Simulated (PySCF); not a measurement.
**Run report: Si$_{2}$PNH$_{8}$O, excited-state calculation**

- system: Si$_{2}$PNH$_{8}$O
- method: TDDFT PBE0/def2-SVPD, vertical, IEF-PCM acetonitrile (non-equilibrium linear response), core orbitals frozen in the response (PySCF 2.14.0)

The geometry comes from this level: PBE0-D3(BJ)/def2-SVP. It belongs to a series of runs on one base structure; here: solvent acetonitrile.

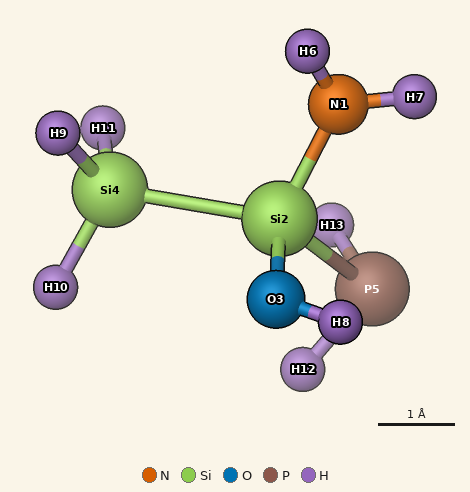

The structure (ball-and-stick view, seen at a tilt; atoms are numbered from 1 in the order of the input).

Summary

```tsv
quantity	value
outcome	converged
total energy	−1054.324643 hartree
HOMO	−7.07 eV
LUMO	−0.09 eV
dipole moment	2.28 D
mean polarisability	141.27 a.u.
lowest excitation	6.00 eV
hardware	1 CPU thread, shared host
wall time	21 s
peak memory	0.82 GiB
```

Input file
```
{"job": {"kind": "uv", "xc": "PBE0", "basis": "def2-SVPD", "solvent": "acetonitrile", "nstates": 6, "ntriplets": 0}, "charge": 0, "multiplicity": 1}
N      0.108014     1.330270    -1.334326
Si     0.272547     0.408080     0.112790
O      0.433411     1.271575     1.541084
Si    -1.659733    -0.863351     0.423444
P      2.171532    -0.779720    -0.231724
H     -0.730414     1.866221    -1.528226
H      0.913889     1.707877    -1.820610
H      1.207874     1.839802     1.610540
H     -2.878554     0.004962     0.493445
H     -1.568091    -1.663999     1.682968
H     -1.825139    -1.807037    -0.726358
H      1.987817    -1.622327     0.906066
H      1.561640    -1.690522    -1.146943
```

The first line tells a small driver script what to run in PySCF; the rest is the geometry in Å.

The program's output
```
coarse grid: 11984 points
cycle   1  E = -1054.0981598484  dE =  1.377e-01  |g| = 7.166e-01  |ddm| = 4.300e+00
cycle   2  E = -1053.9491153089  dE =  1.490e-01  |g| = 1.122e+00  |ddm| = 2.137e+00
cycle   3  E = -1054.1979701817  dE = -2.489e-01  |g| = 8.283e-02  |ddm| = 1.239e+00
cycle   4  E = -1054.1990045943  dE = -1.034e-03  |g| = 4.843e-02  |ddm| = 1.611e-01
cycle   5  E = -1054.1995007320  dE = -4.961e-04  |g| = 7.827e-03  |ddm| = 6.478e-02
cycle   6  E = -1054.1995167586  dE = -1.603e-05  |g| = 1.576e-03  |ddm| = 1.668e-02
cycle   7  E = -1054.1995175297  dE = -7.711e-07  |g| = 3.114e-04  |ddm| = 4.179e-03
final grid: 100960 points
cycle   8  E = -1054.3246323619  dE = -1.481e-05  |g| = 6.966e-03  |ddm| = 7.363e-02
cycle   9  E = -1054.3246178878  dE =  1.447e-05  |g| = 1.096e-02  |ddm| = 1.841e-02
cycle  10  E = -1054.3246428268  dE = -2.494e-05  |g| = 5.223e-04  |ddm| = 1.201e-02
cycle  11  E = -1054.3246428969  dE = -7.012e-08  |g| = 1.546e-04  |ddm| = 1.082e-03
cycle  12  E = -1054.3246429012  dE = -4.347e-09  |g| = 7.336e-05  |ddm| = 2.570e-04
cycle  13  E = -1054.3246429024  dE = -1.222e-09  |g| = 8.430e-06  |ddm| = 1.230e-04
cycle  14  E = -1054.3246429025  dE = -2.592e-11  |g| = 2.257e-06  |ddm| = 2.181e-05
```

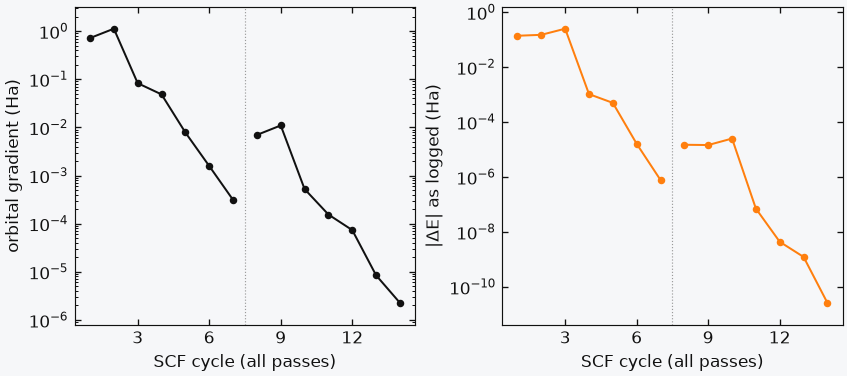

Convergence of the self-consistent field: orbital gradient and size of the energy change against the SCF cycle. The dotted line marks the change from a coarse to the final integration grid. The first 7 cycles use a coarse grid, the final grid takes over at cycle 8, and the field converges after 14 cycles in all.

```
converged SCF energy = -1054.3246429025

Static polarisability (au): isotropic 141.273, principal 126.068 133.554 164.197

Singlet excitations
state   eV       nm        f      main configurations
  1   6.0004    206.6   0.11845   H->L 0.86, H->L+1 0.09
  2   6.2642    197.9   0.10776   H->L+1 0.38, H->L+2 0.32, H-1->L 0.17
  3   6.3236    196.1   0.05033   H-1->L 0.75, H->L+2 0.11
  4   6.4305    192.8   0.39468   H->L+2 0.45, H->L+1 0.44
  5   6.7761    183.0   0.01391   H->L+4 0.84
  6   6.9047    179.6   0.11769   H->L+3 0.57, H-1->L+1 0.34
```

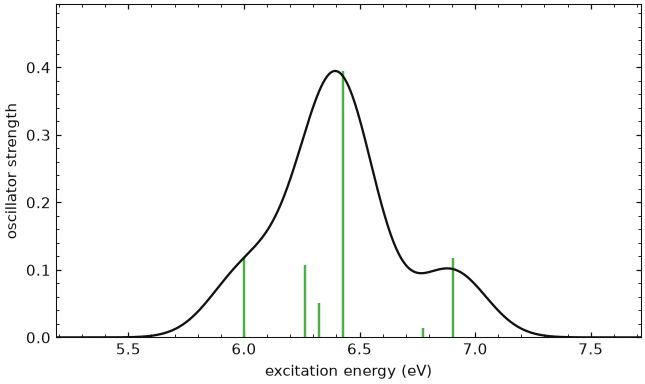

Computed excitations as sticks (degenerate states added up, dark ones marked on the axis), with a Gaussian envelope of 0.35 eV full width at half maximum, scaled to the tallest. Of the 6 states the lowest lies at 6.00 eV (f = 0.118); the strongest line is at 6.43 eV, or 193 nm (f = 0.395).

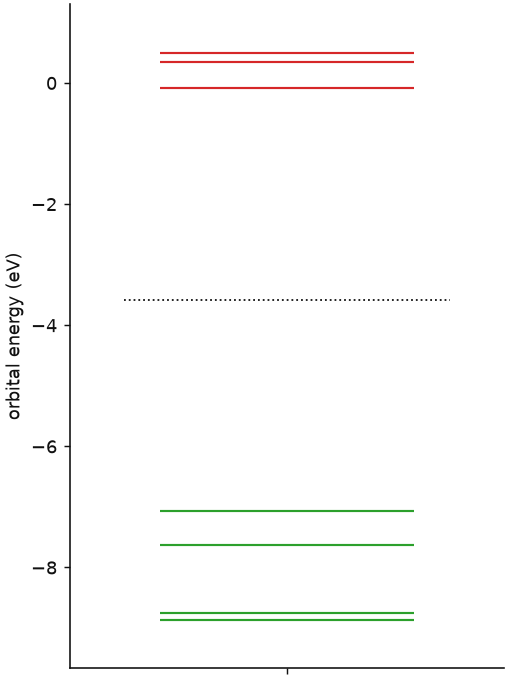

Orbital energies near the frontier; the dotted line parts filled from empty levels, and levels within 0.02 eV of each other stand side by side. Highest filled −7.07 eV, lowest empty −0.09 eV, 6.98 eV apart.
